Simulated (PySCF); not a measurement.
# Run report: SnF3 (charge +1), frequency calculation

System: SnF3, charge +1.
Method: RKS-based PBE0, Sn def2-TZVP with ECP28, F def2-TZVP; non-relativistic Hamiltonian with a scalar-relativistic core potential; density fitting (PySCF 2.14.0).

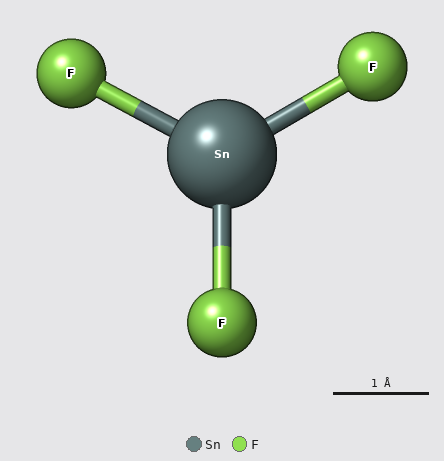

Fig. 1: The structure (ball-and-stick view, seen at a tilt). Sticks mark near contacts. Bond lengths as drawn: F–Sn 1.84 Å.

Key numbers:

```tsv
quantity	value
outcome	converged
total energy	−513.383476 hartree
HOMO	−18.97 eV
LUMO	−11.43 eV
zero-point energy	0.006008 hartree
wavenumbers, lowest and highest	138 and 757 cm⁻¹
hardware	4 threads of Arm Neoverse V2, 24 GiB of memory available, shared host
wall time	24 s (CPU time 76 s)
peak memory	1.4 GiB
```

Input file:
```python
from pyscf import gto, scf, dft
mol = gto.M(atom='''
Sn     0.000000     0.000000    -0.000000
F      0.000000     0.000000     1.837545
F      1.591361     0.000000    -0.918773
F     -1.591361     0.000000    -0.918773''',
    basis={'Sn': 'def2-TZVP', 'F': 'def2-TZVP'},
    ecp={'Sn': 'def2-TZVP'},
    charge=1, spin=0)
mf = dft.RKS(mol, xc='PBE0')
mf.grids.atom_grid = (75, 302)
aux = {'Sn': 'def2-universal-JKFIT', 'F': 'def2-universal-JKFIT'}
mf = mf.density_fit(auxbasis=aux)
mf.conv_tol = 1e-09
mf.diis_space = 10
mf.max_cycle = 60
mf.verbose = 4
mf.kernel()
```

The script is an equivalent of the set-up of the self-consistent field. The run itself was carried out by a driver, which started from the orbitals of the step before it where there was one and computed the further properties.

Launched with:
```bash
OMP_NUM_THREADS=4 python axn.py task.json out
```

Log:
```
init E= -513.383476231833
  HOMO = -0.697088892684518  LUMO = -0.419979952050824  gap/eV = 7.54052
cycle= 1 E= -513.383476231822  delta_E= 1.16e-11  |g|= 1.01e-05  |ddm|= 8.54e-06
  HOMO = -0.697089084321906  LUMO = -0.419979968293461  gap/eV = 7.54052
cycle= 2 E= -513.383476231763  delta_E= 5.83e-11  |g|= 2.14e-05  |ddm|= 1.78e-05
  HOMO = -0.697089218654481  LUMO = -0.41997998233138  gap/eV = 7.54053
cycle= 3 E= -513.383476231837  delta_E= -7.4e-11  |g|= 1.88e-07  |ddm|= 1.21e-05
  HOMO = -0.697089240633867  LUMO = -0.419979971420876  gap/eV = 7.54053
Extra cycle  E= -513.383476231837  delta_E= 3.41e-13  |g|= 3.09e-07  |ddm|= 4.72e-07
converged SCF energy = -513.383476231837
```

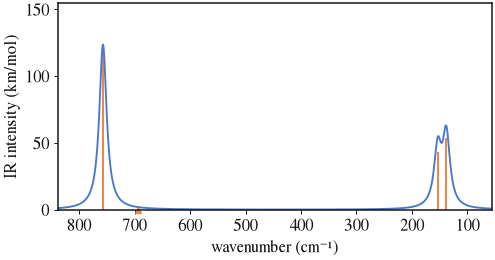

Fig. 2: Harmonic infrared spectrum, unscaled: sticks (degenerate modes added up, dark ones marked on the axis) with a Lorentzian envelope of 16 cm⁻¹ full width, scaled to the tallest stick. 6 modes from 138 to 757 cm⁻¹, none imaginary. The strongest line is at 757 cm⁻¹ (124 km/mol). All modes, in cm⁻¹ (km/mol): 138 (27), 138 (27), 154 (43), 694 (0.0), 757 (62), 757 (62).
